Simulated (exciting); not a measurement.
SnO2 (Cassiterite), space group P4_2/mnm, O K edge of atom 3, with nearest neighbours 3 Sn at 2.05 Å and 1 O at 2.59 Å (site symmetry m2m); the tensor is averaged over the atoms equivalent by symmetry. Method: exciting, all-electron LAPW+lo, PBE, exchange and screened direct term (singlet BSE), 3×3×5 shifted k points, 26 conduction bands, |G+q| up to 3 bohr⁻¹, full RPA screening with nempty = 52, Lorentzian half width 0.45 eV.

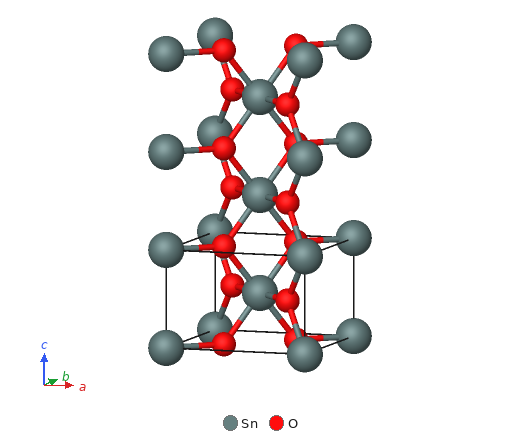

The structure (tin teal, oxygen red). 1×1×3 cells are drawn. Some periodic images of atoms are drawn too.

```xyz
6
Lattice="4.7380 0.0000 0.0000 0.0000 4.7380 0.0000 0.0000 0.0000 3.1865" Properties=species:S:1:pos:R:3 pbc="T T T"
Sn    2.3690    2.3690    1.5933
Sn    0.0000    0.0000    0.0000
O     3.8240    0.9140    1.5933
O     3.2830    3.2830    0.0000
O     0.9140    3.8240    1.5933
O     1.4550    1.4550    0.0000
```

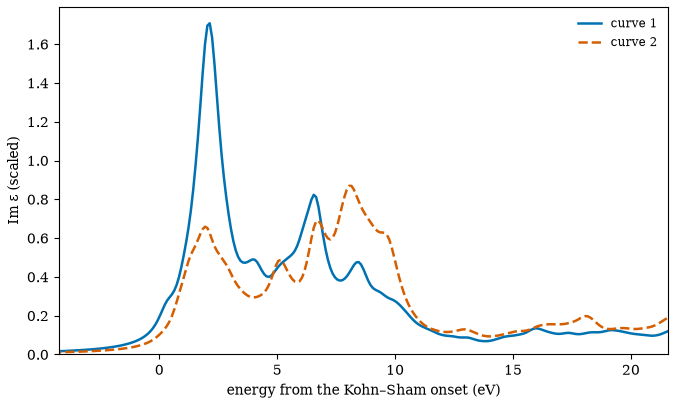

Energy from the Kohn–Sham onset, core level to the lowest empty state found on the meshes used; scaled to the maximum of the polarisation mean.

Q: The curves are the diagonal elements of Im ε for ε ∥ c and ⊥ c. Which is which?

Curve 1: ε ∥ c, maxima 2.1 eV (1.71), 6.5 eV (0.82) and 8.5 eV (0.48). Curve 2: ε ⊥ c, maxima 1.9 eV (0.66), 6.7 eV (0.69) and 8.1 eV (0.87); 2 lower ones aren't listed. A K edge probes the empty p states along ε, which follow the bonds' lengths and directions.

[Banner, clock and machine lines of the logs are left out without a mark of their own.]

[Logs are printed without paths, hosts, clocks, repeated set-up lines and the standing remarks that a program may print on its own settings, such as how far it seeks lower states.]

[Hosts, paths, dates, database ids (printed as entryN), source tags and the programs' standing remarks are cut or masked in the printed files.]
